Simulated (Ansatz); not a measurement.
Polymorphs of Mg$_{3}$Sb$_{2}$

11 relaxations of Mg3Sb2 ended in 6 distinct structures. Computed with r2SCAN (plane waves to 500 eV, PAW, scalar-relativistic; Ansatz, a first-principles code).

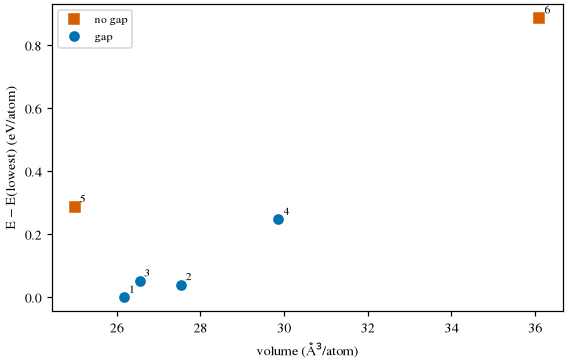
Figure: Energy against volume of the distinct structures, numbered as in the table

```tsv
#	space group	Pearson	type	E − E(lowest) (eV/atom)	V (Å³/atom)	gap (eV, no SOC)	coordination	runs ending here
1	P-3m1	hP5	–	0.000	26.18	0.61	–	6
2	R-3c	hR10	anti-corundum type	0.041	27.54	0.39	Sb 6, Mg 4	1
3	P2₁	mP10	–	0.053	26.55	0.14	–	1
4	R-3m	hR5	–	0.248	29.87	0.42	–	1
5	P4/mbm	tP10	–	0.29	25.01	0.00	–	1
6	P6/mmm	hP5	–	0.89	36.11	0.00	–	1
```

Coordination numbers (neighbours up to the widest gap in distance over summed covalent radii, below 1.35; n+m marks a second, longer set; metal–metal contacts left out). P-3m1, hP5 is the lowest of the structures calculated here.

Space group P-3m1 (No. 164); a = 4.5671 Å, b = 4.5671 Å, c = 7.2459 Å, α = 90.00°, β = 90.00°, γ = 120.00°

| atom | site | symmetry | x | y | z |
|---|---|---|---|---|---|
| Sb | 2d | 3m. | 0.3333 | 0.6667 | 0.2288 |
| Mg | 1a | -3m. | 0.0000 | 0.0000 | 0.0000 |
| Mg | 2d | 3m. | 0.6667 | 0.3333 | 0.3663 |

Probably no minimum, since a slightly shaken restart fell lower: P4/mbm, tP10 (by 0.24 eV/atom, to P2₁). Each run could gain symmetry but not lose that of its start, so entries can be saddle points. From databases, or of a type measured for this composition: P-3m1, hP5; the others are generated cells (placed on structure types, drawn at random, substituted or restacked) that were not matched to a known phase here. Static energies at zero pressure. No spin polarisation in the result. Without spin-orbit coupling the bands of the heavy element are not split, so the gap can be far off. Gaps of cells over 8 atoms come from the SCF mesh and high-symmetry points alone.
